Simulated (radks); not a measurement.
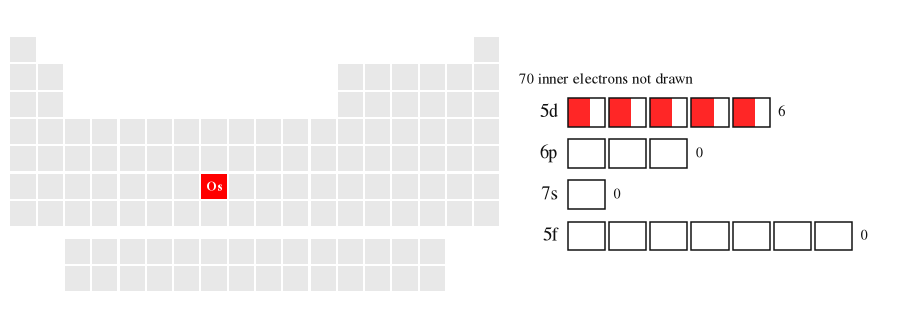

**Figure 1.** Left, the place of osmium in the periodic table; right, the outer shells as the input fills them: a box for each of the 2l + 1 orbitals, shaded by the share of the shell that is filled, with the electron count at the right.

**Run report: Os, atomic calculation**

System: the neutral osmium atom in the configuration [Xe] 4f14 5d6 6s2. It sits in a hard spherical wall of radius 8 bohr.
Method: scalar-relativistic Kohn-Sham, LDA (Slater exchange, Perdew-Wang correlation), spin-unpolarised, spherical densities, finite nucleus (the in-house radial solver radks).

### The program's output
```
1s      1   2.0000       -2711.54683923
2s      1   2.0000        -472.32139677
2p      1   6.0000        -411.57295454
3s      1   2.0000        -109.89781709
3p      1   6.0000         -92.05192252
3d      1  10.0000         -72.04064718
4s      1   2.0000         -23.16204023
4p      1   6.0000         -17.30356147
4d      1  10.0000         -10.01813837
4f      1  14.0000          -1.91747381
5s      1   2.0000          -3.36853374
5p      1   6.0000          -1.87182663
5d      1   6.0000          -0.23334384
6s      1   2.0000          -0.23023205
6p      1   0.0000          -0.03495332
7s      1   0.0000           0.14187843
5f      1   0.0000           0.26684798
Etot -17240.89789794162
Ekin 19096.332776277683
Encl -42730.63109733496
Eh 6721.714736605199
Exc -328.314313489541
err 6.52488745733741e-09
it 15
```

### Orbitals

| orbital | occupation | energy (eV) | ⟨r⟩ (bohr) | outer maximum (bohr) |
| --- | --- | --- | --- | --- |
| 1s | 2 | −73784.9 | 0.01775 | 0.0110 |
| 2s | 2 | −12852.5 | 0.07495 | 0.0635 |
| 2p | 6 | −11199.5 | 0.06729 | 0.0522 |
| 3s | 2 | −2990.5 | 0.1941 | 0.179 |
| 3p | 6 | −2504.9 | 0.1947 | 0.177 |
| 3d | 10 | −1960.3 | 0.1763 | 0.144 |
| 4s | 2 | −630.271 | 0.4321 | 0.405 |
| 4p | 6 | −470.854 | 0.4597 | 0.425 |
| 4d | 10 | −272.607 | 0.4893 | 0.435 |
| 5s | 2 | −91.662 | 1.005 | 0.913 |
| 4f | 14 | −52.177 | 0.5565 | 0.405 |
| 5p | 6 | −50.935 | 1.169 | 1.03 |
| 5d | 6 | −6.350 | 1.815 | 1.36 |
| 6s | 2 | −6.265 | 2.929 | 2.47 |
| 6p | 0 | −0.951 | 3.835 | 3.40 |
| 7s | 0 | 3.861 | 4.887 | 5.51 |
| 5f | 0 | 7.261 | 5.039 | 5.25 |

### Slater integrals of the outer shells (hartree)

| integral | value |
| --- | --- |
| F0(6s,6s) | 0.3078 |
| F0(6s,5d) | 0.3612 |
| G2(6s,5d) | 0.0983 |
| F0(6s,5p) | 0.3864 |
| G1(6s,5p) | 0.0266 |
| F0(6s,4f) | 0.4060 |
| G3(6s,4f) | 0.0102 |
| F0(6s,6p) | 0.2609 |
| G1(6s,6p) | 0.1564 |
| F0(5d,5d) | 0.5030 |
| F2(5d,5d) | 0.2528 |
| F4(5d,5d) | 0.1645 |
| F0(5d,5p) | 0.5966 |
| F2(5d,5p) | 0.2805 |

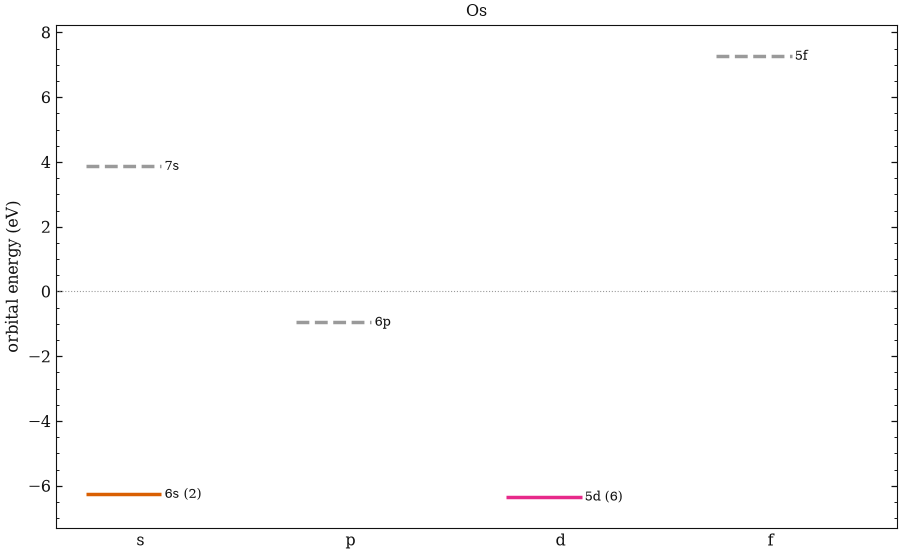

**Figure 2.** The outer levels are drawn by angular momentum (occupations in brackets, empty levels dashed). The highest occupied level is 6s at −6.26 eV. From the top down the occupied levels run 6s (−6.26 eV), 5d (−6.35 eV). The lowest empty level drawn is 6p at −0.951 eV. The open 5d shell lies under a filled one.

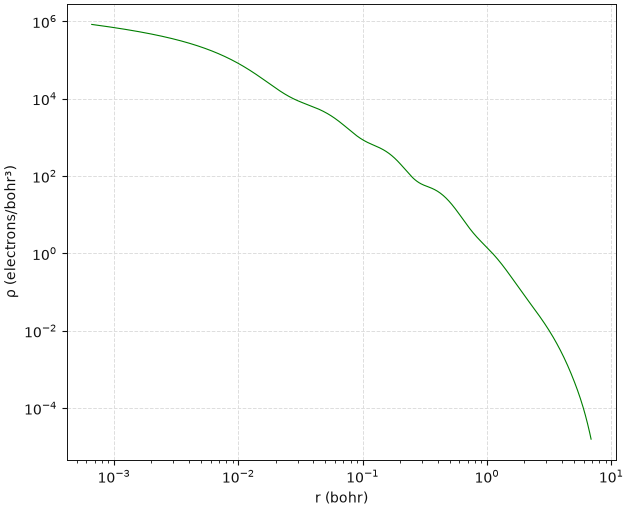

**Figure 3.** The electron density ρ(r) on a logarithmic scale. The density falls from 830000 electrons/bohr³ at the inner end (r = 0.00066 bohr). The steps in the slope mark the shells; the radial density has its minima at 0.023, 0.098 and 0.28 bohr. The wall forces the density to zero at its radius.

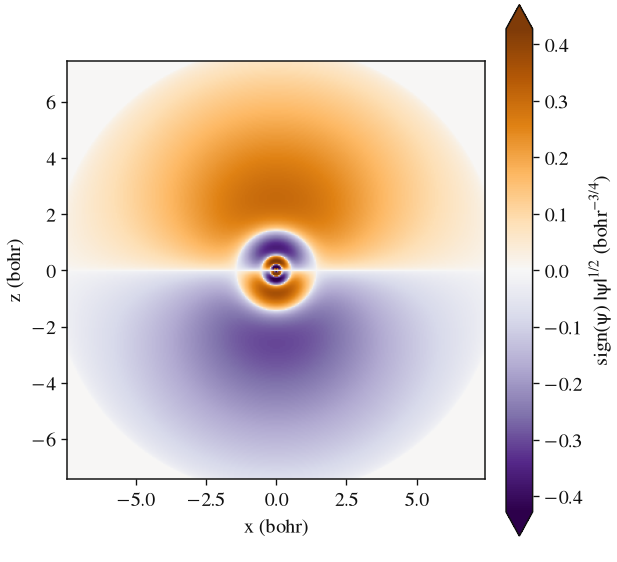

**Figure 4.** The 6p(z) orbital. In the xz plane through the nucleus, the colour gives the signed square root of ψ. The radial function comes from the spherical calculation and is multiplied by a real spherical harmonic; the overall sign is chosen so that the largest lobe of P(r) is positive; at the scalar-relativistic level it is the large component. It has the nodal plane xy and 4 radial nodes, at r = 0.0763, 0.221, 0.536 and 1.43 bohr; only the outer 2 can be made out at this scale. The outermost maximum of P² lies at 3.40 bohr, ⟨r⟩ = 3.83 bohr, 90 % of the charge lies within 5.54 bohr, and the eigenvalue is −0.951 eV (the orbital is empty).

### Input
```
Z 76
configuration [Xe] 4f14 5d6 6s2 6p0 7s0 5f0
relativity scalar-relativistic
functional lda,pw
spin unpolarised
nucleus finite rms 5.4126 fm
wall 8 bohr
c 137.035999084
```

Energies in input and log are in hartree, lengths in bohr (the nuclear radius in fm).

### Results in brief

- outcome: converged
- total energy: −17240.8979 hartree
- kinetic energy: 19096.3328 hartree
- electron–nucleus energy: −42730.6311 hartree
- Hartree energy: 6721.7147 hartree
- exchange–correlation energy: −328.314313 hartree
- radius at density 0.001 e/bohr³: 4.60 bohr
- pressure on the wall: 0.112 GPa
- SCF iterations: 15
- hardware: 1 CPU thread, shared host
